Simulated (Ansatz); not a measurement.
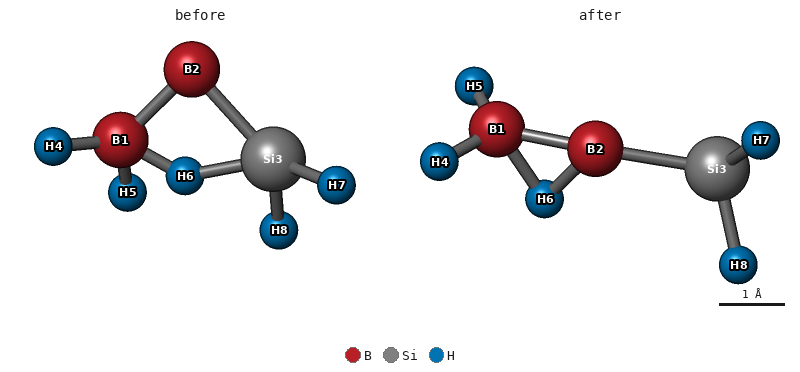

The structure of B$_{2}$SiH$_{5}$ (charge −1) before (left) and after (right) a relaxation, at one scale.

Style: ball-and-stick. Shown from a free direction.

It is one of the separated reactants of a reaction.

These are results of RKS PBE-D4/def2-SVPD in Ansatz, not measurements. Settings: force threshold 0.03 eV/Å; at most 250 steps.

**Summarise the run.**

The atom that moves furthest after the best rigid fit is H5 (1.85 Å). By element the largest moves are H 1.85 Å, B 1.24 Å, Si 0.72 Å. Among the contacts that change: Si3–H6 1.472 → 2.819 Å, B1–Si3 2.420 → 3.480 Å, B2–H6 1.733 → 1.389 Å, B1–H6 1.150 → 1.402 Å. Bonds break, among them: Si3–H6 (1.47 → 2.82 Å). Among the angles between lasting bonds that change: B1–B2–Si3 87.3° → 164.8°, H5–B1–H6 62.7° → 106.9°, H4–B1–H6 138.0° → 105.4°. The energy falls by 4.368 eV in 13 accepted moves (14 points after the start). Largest force component: 3.5 eV/Å at the start, 0.011 eV/Å at the end. The line search rejected the trial step at point 13 of the run.
